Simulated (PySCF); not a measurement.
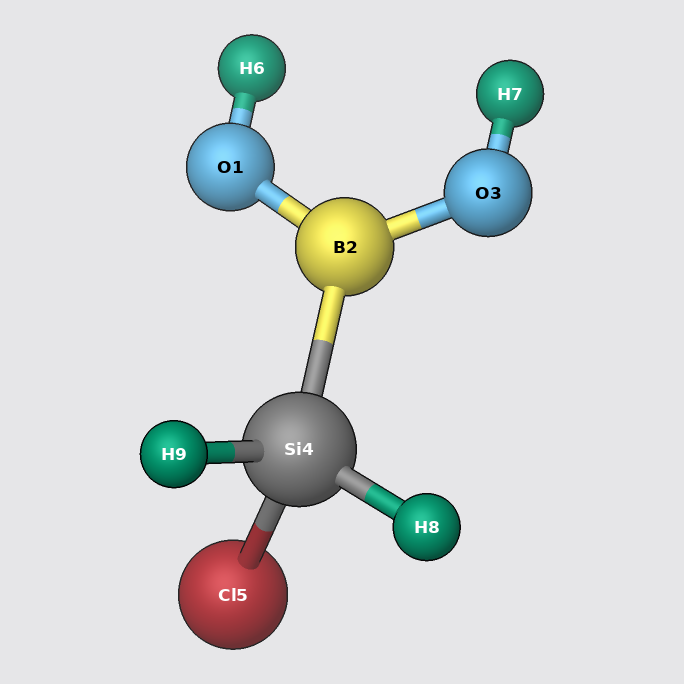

The geometry was computed by an optimisation with GFN2-xTB. No frequency run is at hand to confirm it as a minimum. Level of theory: delta-SCF UKS SCAN, pcX-2 on the ionised atom, pcseg-1 elsewhere, spin-free X2C (PySCF 2.14.0).

Give the core-electron binding energies (to vacuum; p and d levels without spin–orbit splitting) of O1 1s, B2 1s, Si4 1s, Si4 2p, Cl5 1s, Cl5 2p.

```json
{"atom": "O1", "level": "1s", "binding energy (eV)": "539.7"}
{"atom": "B2", "level": "1s", "binding energy (eV)": "197.6"}
{"atom": "Si4", "level": "1s", "binding energy (eV)": "1846.9"}
{"atom": "Si4", "level": "2p", "binding energy (eV)": "107.4"}
{"atom": "Cl5", "level": "1s", "binding energy (eV)": "2828.2"}
{"atom": "Cl5", "level": "2p", "binding energy (eV)": "206.2"}
```

The geometry is semi-empirical. Around B, Si such bond lengths and angles can be off by a tenth of an ångström or more and by several degrees, and values that hang on the shape move with them.
